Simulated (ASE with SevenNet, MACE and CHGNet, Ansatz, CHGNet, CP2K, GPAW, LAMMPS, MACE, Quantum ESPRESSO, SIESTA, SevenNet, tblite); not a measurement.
## Liquid (K,Li)2CO3 at 900 K (96 atoms) in machine-learned potentials

Wanted: machine-learned potentials inputs and outputs for liquid (K,Li)2CO3 at 900 K (96 atoms), checked against a plane-wave reference.

Main program and level: ASE with SevenNet, MACE and CHGNet; the method is named at each step.

## (1) The structure

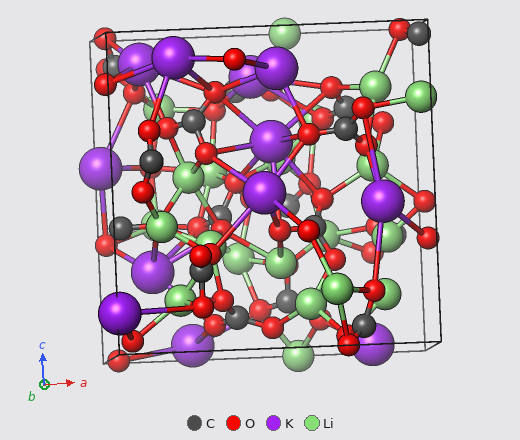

Start, viewed slightly off an axis; carbon dark grey, oxygen red, potassium purple, lithium green. Some periodic images of atoms are drawn too.

The cell holds 96 atoms: 16 C, 48 O, 12 K and 20 Li. Cell: a = 11.031 Å, b = 11.031 Å, c = 11.031 Å, α = 90.0°, β = 90.0°, γ = 90.0°. 12 K+, 20 Li+, 16 CO3 2- placed at random, at 1.94 g/cm³; overlaps pushed apart, then 10 ps at 1300 K with harmonic planar carbonate ions with charges +1 on C and -1 on O; Joung-Cheatham ions (J. Phys. Chem. B 112, 9020 (2008)); charges of ions scaled by 0.8. Snapshot after 20 ps at 900 K and fixed volume.

The yardstick, on the same geometry:

| Item | Value |
| --- | --- |
| method | Kohn-Sham DFT, PBE, SSSP efficiency 1.3.0 pseudopotentials, plane waves (Quantum ESPRESSO 7.5); sssp-pbe-1.3.0-efficiency, cutoffs 60/480 Ry, Γ point |
| r.m.s. force component | 2.101 eV/Å |
| longest force | 11.29 eV/Å |
| pressure | 5.45 GPa |
| gap (highest filled to lowest empty level) | 1.991 eV |
| time | 3 min on 4 MPI ranks of Arm Neoverse V1, shared host |
| CPU time | 12 min |

## (2) SevenNet l3i5 potential

Method: machine-learned interatomic potential SevenNet l3i5, trained on PBE(+U) plane-wave data.

run.py reads:

```python
import numpy as np
from ase.io import read
import mlip  # loads the published weights by name

atoms = read("structure.xyz")
atoms.calc = mlip.calc("7net-l3i5")
energy = atoms.get_potential_energy()
forces = atoms.get_forces()
print(f"energy {energy:.6f} eV")
print("forces (eV/A)")
for i, (a, f) in enumerate(zip(atoms, forces)):
    print(f"{i:4d} {a.symbol:2s} {f[0]:10.5f} {f[1]:10.5f} {f[2]:10.5f}")
stress = -atoms.get_stress(voigt=False) * 160.21766
print("stress (GPa, compression positive)")
for row in stress:
    print(" ".join(f"{x:10.4f}" for x in row))
```

structure.xyz reads:

```xyz
96
Lattice="11.03082 0.00000 0.00000 0.00000 11.03082 0.00000 0.00000 0.00000 11.03082" Properties=species:S:1:pos:R:3 pbc="T T T"
C 6.31184 9.07881 1.82737
O 5.38249 9.83056 1.57796
O 7.40256 9.32148 1.17864
O 6.31503 8.75869 3.06381
C 8.21090 2.73741 7.48176
O 8.78561 1.84303 8.14803
O 8.94335 3.70481 6.91456
O 6.94534 2.88489 7.34642
C 1.42099 0.83956 6.57680
O 1.41581 1.43037 7.64425
O 1.88561 10.65522 6.63382
O 1.11058 1.37201 5.55534
C 4.04599 7.99536 4.77480
O 4.02614 6.75318 4.29165
O 3.34024 9.04075 4.46737
O 4.62941 7.97098 5.94197
C 7.11433 5.13738 4.22591
O 7.46511 5.83839 5.19651
O 5.91307 4.77182 4.14979
O 7.76217 5.13794 3.09084
C 8.45579 6.96806 8.30996
O 9.69311 6.80480 7.74750
O 7.70481 7.99326 8.00032
O 7.94925 6.01952 8.99574
C 4.38652 5.93646 1.25784
O 3.65804 6.92250 1.05046
O 3.86156 4.87121 1.83266
O 5.58501 5.90248 0.86371
C 10.07026 9.53052 3.96404
O 9.34244 10.51568 3.42143
O 0.20021 9.60200 4.00794
O 9.42948 8.52583 4.25150
C 0.73090 9.33384 10.08868
O 1.32932 8.70199 9.15183
O 0.52860 10.53885 10.04533
O 0.40704 8.65291 0.01886
C 3.01638 1.67084 2.79929
O 2.95108 0.54382 3.26998
O 3.01715 1.85152 1.55325
O 3.39176 2.63273 3.37411
C 10.91632 3.98235 10.66118
O 0.09983 3.70933 9.35138
O 10.32915 5.09966 10.86492
O 0.65589 3.49853 0.53334
C 4.88434 10.51954 9.13462
O 4.10523 9.83729 8.47641
O 6.09133 10.17361 9.10076
O 4.38652 0.43417 9.95134
C 3.10573 4.53245 7.99282
O 3.46875 4.09376 6.86492
O 2.23506 5.49699 7.82008
O 3.89013 4.79907 8.96364
C 8.52682 2.21609 0.70454
O 8.91290 2.01335 1.88947
O 8.01191 3.42893 0.42116
O 7.92178 1.22133 0.04743
[... 36 atom lines left out ...]
Li 9.37675 4.58088 8.92713
Li 3.51199 4.63934 3.70757
Li 7.54618 10.43813 7.99779
Li 2.25669 10.53046 8.60823
```

Command:

```bash
OMP_NUM_THREADS=1 python run.py > output.txt
```

Log:

```text
energy -591.777710 eV
forces (eV/A)
   0 C     3.04232    2.52842    1.95607
   1 O    -5.88461    3.19900   -3.52600
   2 O     1.81235   -1.63352   -1.47745
   3 O     0.66672   -4.08899    2.36252
   4 C     0.57983    3.20176   -1.23021
   5 O     0.66326   -2.28451    0.67986
   6 O     0.44842   -0.08205    0.51529
   7 O    -1.26449   -1.03249    0.07629
   8 C     2.30116   -2.99457    2.78619
   9 O    -0.66858    2.58126    5.35690
  10 O     0.86457   -2.14791   -1.17682
  11 O    -2.05687    2.60845   -7.00896
  12 C    -0.72879   -3.21411    1.51252
  13 O    -0.86965    2.12997   -1.41224
  14 O     0.38931   -0.80347   -1.17552
  15 O     1.02551    1.03068    1.58083
  16 C    -1.17808    1.33573   -1.42965
  17 O     2.69155    1.10138    2.41521
  18 O    -2.47162   -2.12527    0.12148
  19 O     2.71200    0.21925   -0.97669
  20 C     1.17023    0.15245   -2.65004
  21 O    -2.20223    0.60048    1.59941
  22 O     0.12981    0.62511    0.09678
  23 O    -0.30334   -0.75061    0.98024
[...]
88 Li   -0.26407    0.64852    0.08151
  89 Li   -0.33845   -0.37429   -0.24464
  90 Li   -1.34718    0.45208    0.14951
  91 Li   -0.43150   -0.40528   -0.61935
  92 Li    0.26532    0.35466   -0.28926
  93 Li    0.88938    0.47986    0.03919
  94 Li    0.43765    0.11048   -0.29273
  95 Li   -0.49678   -0.29771   -0.51638
stress (GPa, compression positive)
    6.6173    -0.6316     1.0333
   -0.6316     5.2252    -0.2414
    1.0333    -0.2414     7.0759
```

It took 16 s on 1 thread of Arm Neoverse V1, shared host; peak memory 1.6 GiB.

Banners, paths, timers and routine set-up lines are dropped from the logs unmarked, and long logs keep their key lines alone; longer cuts are marked.

Against the reference:

```yaml
r_m_s_force_component: 2.12 eV/Å
r_m_s_difference_of_force_components: 153.1 meV/Å
longest_difference_of_force_vectors: 842.2 meV/Å
force_difference_over_r_m_s_force: 7.288 %
slope_of_forces_against_the_reference_s: 1.006
correlation_of_force_components: 0.9974
pressure: 6.306 GPa
pressure_difference: 0.8561 GPa
```

Length of the force difference by element (eV/Å):

```
element  atoms   mean  most
      C     16   0.38  0.84
      K     12  0.084  0.17
     Li     20   0.15  0.49
      O     48   0.23  0.52
```

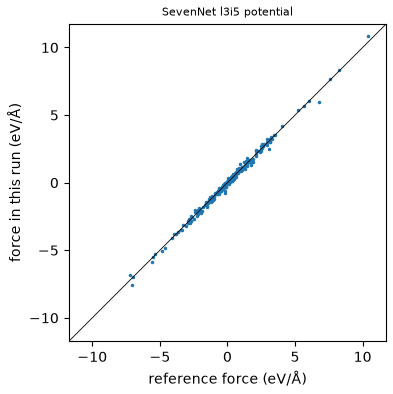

Force components against those of the reference; the line marks equality.

Local excerpt of 9 atoms (numbers count through the whole input) about K67, one of the 12 K atoms; x, y, z are measured from there.

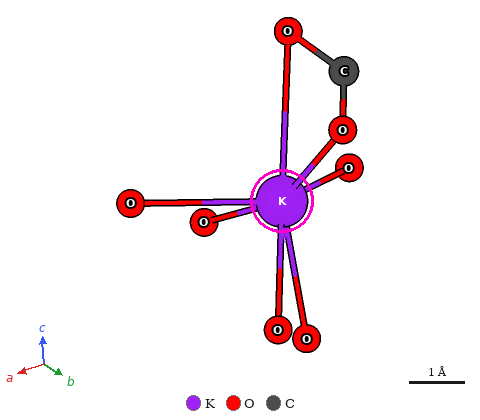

The atoms of the table, within 3.4 Å (arrows a, b, c point along x, y, z); some may hide others; the central atom is ringed.

```
atom      x      y      z  distance (Å)  bonds     Fx     Fy  Fz (eV/Å)
 K67   0.00   0.00   0.00          0.00      7   0.28  -0.36      -0.65
  O7  -0.40   1.57   1.98          2.55      4   0.45  -0.08       0.52
  C5  -1.14   0.60   2.54          2.85      3   0.58   3.20      -1.23
 O62   1.60   2.07  -1.27          2.91      4  -1.83  -1.25      -0.50
 O12   2.80  -0.77   0.62          2.96      4  -2.06   2.61      -7.01
 O30   0.00  -2.65  -1.52          3.06      5   0.06   0.72       0.13
 O54  -0.43  -0.12  -3.05          3.08      5   2.38  -0.35       1.36
  O6  -0.56  -0.29   3.21          3.27      3   0.66  -2.28       0.68
 O58  -2.67  -1.79  -0.96          3.35      6   2.52   1.56      -1.74
```

Atoms are counted from 1 here, from 0 in the log.

Forces lie 7.3 % from the reference's, at 0.014 times its CPU time (on 1 against 4 cores).

## (3) MACE MPA-0 medium potential

Method: machine-learned interatomic potential MACE MPA-0 medium, trained on PBE(+U) plane-wave data.

Changes to run.py since step 2:

```diff
@@ -5,3 +5,3 @@
 atoms = read("structure.xyz")
-atoms.calc = mlip.calc("7net-l3i5")
+atoms.calc = mlip.calc("mace-mpa-0-medium")
 energy = atoms.get_potential_energy()
```

structure.xyz is that of step 2.

Log:

```text
energy -591.940774 eV
forces (eV/A)
   0 C     3.35974    2.78583    2.08932
   1 O    -6.33838    3.35550   -3.74656
   2 O     1.91773   -1.69862   -1.73474
   3 O     0.74246   -4.26071    2.83028
   4 C     0.51382    3.21427   -1.07807
   5 O     0.59790   -2.22650    0.56049
   6 O     0.41533   -0.11038    0.56938
   7 O    -1.08636   -1.07118    0.07242
   8 C     2.27064   -3.05371    2.70367
   9 O    -0.60778    2.57287    5.41891
  10 O     0.91488   -2.10992   -1.07247
  11 O    -2.05521    2.63277   -7.05075
  12 C    -0.55106   -2.75358    1.86677
  13 O    -1.04074    1.85332   -1.68219
  14 O     0.38130   -0.90285   -1.21737
  15 O     1.03927    1.10685    1.62085
  16 C    -1.10750    1.28841   -1.37686
  17 O     2.67266    1.10655    2.44583
  18 O    -2.59642   -2.17644    0.11666
  19 O     2.74092    0.22861   -1.00400
  20 C     1.25850    0.30840   -2.63455
  21 O    -2.30063    0.56965    1.55827
  22 O     0.13965    0.67683    0.04529
  23 O    -0.37928   -0.82524    0.99780
[...]
88 Li   -0.23852    0.67689    0.12768
  89 Li   -0.27605   -0.35228   -0.33874
  90 Li   -1.31482    0.47874    0.10764
  91 Li   -0.47715   -0.54945   -0.44226
  92 Li    0.32945    0.35107   -0.27043
  93 Li    0.80161    0.44798    0.00528
  94 Li    0.48961    0.15154   -0.29934
  95 Li   -0.51343   -0.32562   -0.56453
stress (GPa, compression positive)
    6.8797    -0.5610     1.0483
   -0.5610     5.3433    -0.1497
    1.0483    -0.1497     7.1234
```

Run time: 9.3 s. Hardware: 1 thread; peak memory 1.2 GiB.

Against the reference:

* r.m.s. force component: 2.164 eV/Å
* r.m.s. difference of force components: 165.1 meV/Å
* longest difference of force vectors: 985.3 meV/Å
* force difference over r.m.s. force: 7.86 %
* slope of forces against the reference's: 1.027
* correlation of force components: 0.9974
* pressure: 6.449 GPa
* pressure difference: 0.9988 GPa

Against the first run (7.3 %), the force difference from the reference is 7.9 %, at 0.79 times the CPU time.

## (4) CHGNet 0.3.0 potential

Method: machine-learned interatomic potential CHGNet 0.3.0, trained on PBE(+U) plane-wave data.

Changes to run.py since step 3:

```diff
@@ -5,3 +5,3 @@
 atoms = read("structure.xyz")
-atoms.calc = mlip.calc("mace-mpa-0-medium")
+atoms.calc = mlip.calc("chgnet-0.3.0")
 energy = atoms.get_potential_energy()
```

structure.xyz is that of step 3.

Log:

```text
CHGNet v0.3.0 initialized with 412,525 parameters
CHGNet will run on cpu
energy -629.119324 eV
forces (eV/A)
   0 C     2.87235    1.34104    1.31800
   1 O    -5.94613    3.33723   -3.31447
   2 O     2.00093   -1.25185   -1.44997
   3 O     0.75583   -3.66402    2.49025
   4 C     0.54289    2.84559   -1.37653
   5 O     0.45409   -2.06776    0.74863
   6 O     0.38010   -0.01220    0.42760
   7 O    -1.03422   -0.93282    0.20978
   8 C     1.96021   -3.15611    2.75607
   9 O    -0.43497    2.65635    5.50087
  10 O     0.91172   -2.29190   -1.03083
  11 O    -2.00470    2.74822   -7.28945
  12 C     0.19396   -2.60483    1.56187
  13 O    -1.19027    2.07405   -1.33933
  14 O    -0.03898   -0.93639   -1.10230
  15 O     0.80674    0.99599    1.33163
  16 C    -0.95636    0.44471   -1.08001
  17 O     2.53087    1.34680    2.16447
  18 O    -2.63863   -1.81135    0.00568
  19 O     2.63202    0.24260   -0.94005
  20 C     1.57547    0.64038   -2.17339
  21 O    -2.29788    0.50947    1.38516
  22 O     0.17477    0.32873    0.00160
  23 O    -0.35140   -0.84573    0.88905
[...]
88 Li   -0.28693    0.48775    0.12401
  89 Li   -0.21516   -0.36353   -0.20945
  90 Li   -1.13734    0.34085   -0.10953
  91 Li   -0.33287   -0.14887   -0.54652
  92 Li    0.15558    0.20076   -0.17242
  93 Li    0.77707    0.45183    0.09703
  94 Li    0.52047    0.14359   -0.37547
  95 Li   -0.27870   -0.18003   -0.40970
stress (GPa, compression positive)
    6.8124    -0.2948     0.8503
   -0.2948     5.4536    -0.1542
    0.8503    -0.1542     7.0266
```

It took 3.6 s on 1 thread; peak memory 1.2 GiB.

Numbers from this run, and their distance from the reference:

```
r.m.s. force component                  : 2.032 eV/Å
r.m.s. difference of force components   : 369.7 meV/Å
longest difference of force vectors     : 2303 meV/Å
force difference over r.m.s. force      : 17.6 %
slope of forces against the reference's : 0.952
correlation of force components         : 0.9846
pressure                                : 6.431 GPa
pressure difference                     : 0.9809 GPa
```

Against the first run (7.3 %), the force difference from the reference is 18 %, at 0.32 times the CPU time.

The difference per atom is largest on C (1.1 eV/Å on average, against 0.42 on O).

## (5) Side by side

Differences are against the plane-wave reference, forces as r.m.s. over components; share is that over the reference's r.m.s. force, slope the least-squares factor from reference forces to these. Total energies of different programs have different zeros and aren't compared.

```
                        run  Δ force, r.m.s. (meV/Å)  share (%)  slope  Δ pressure (GPa)  cores  CPU time  memory (GiB)
                  reference                        -          -      -                 -      4    12 min           4.0
    SevenNet l3i5 potential                      153       7.29  1.006             0.856      1      10 s           1.6
MACE MPA-0 medium potential                      165       7.86  1.027             0.999      1       8 s           1.2
     CHGNet 0.3.0 potential                      370       17.6  0.952             0.981      1     3.3 s           1.2
```

Times of the machine-learned potentials are mostly Python's start and the loading of weights.

CPU time is summed over cores on a shared host, where runs went side by side, so it is rough. Symmetry, cutoffs, thresholds, outputs and thread counts weren't matched or tuned between programs; memory under MPI is the largest rank's times the ranks.

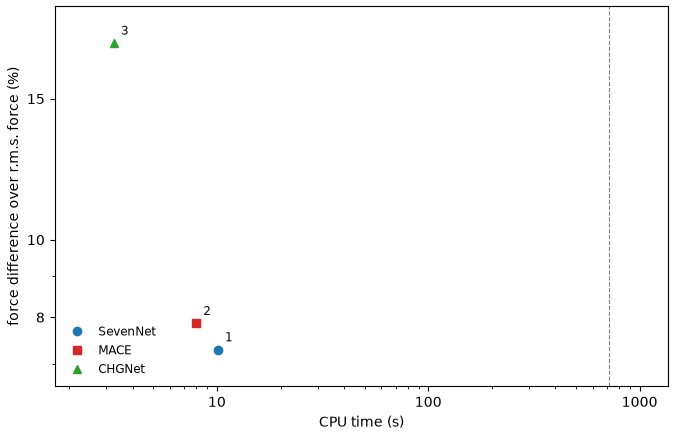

Force difference against CPU time; the dashed line marks the reference's time. Points: 1 SevenNet l3i5 potential; 2 MACE MPA-0 medium potential; 3 CHGNet 0.3.0 potential.

## (6) What came out

| Quantity | Value |
| --- | --- |
| nearest in forces | SevenNet l3i5 potential, 7.3 % |
| its CPU time | 10 s |

Machine-learned potentials differ by 7.3 % (SevenNet l3i5 potential) to 18 % (CHGNet 0.3.0 potential); they were trained on other programs' data. The reference's pressure holds the uncorrected Pulay stress of its 60 Ry basis, so small pressure differences, and their order, may be the reference's own error. Machine-learned potentials mimic data converged in k, so the reference's own k-point error enters their differences. The network of bonds at the start is that of the classical potential that made the cell, and needn't be the one that DFT or experiment would give. The electronic-structure runs sample only Γ, in a cell whose shortest periodic width is 11 Å.

[Also dropped from logs without a mark: logging warnings of Python, and SIESTA's first energy breakdown and zero terms.]

[Logs are printed without paths, hosts, clocks, repeated set-up lines and the standing remarks that a program may print on its own settings, such as how far it seeks lower states.]

[Hosts, paths, dates, database ids (printed as entryN), source tags and the programs' standing remarks are cut or masked in the printed files.]
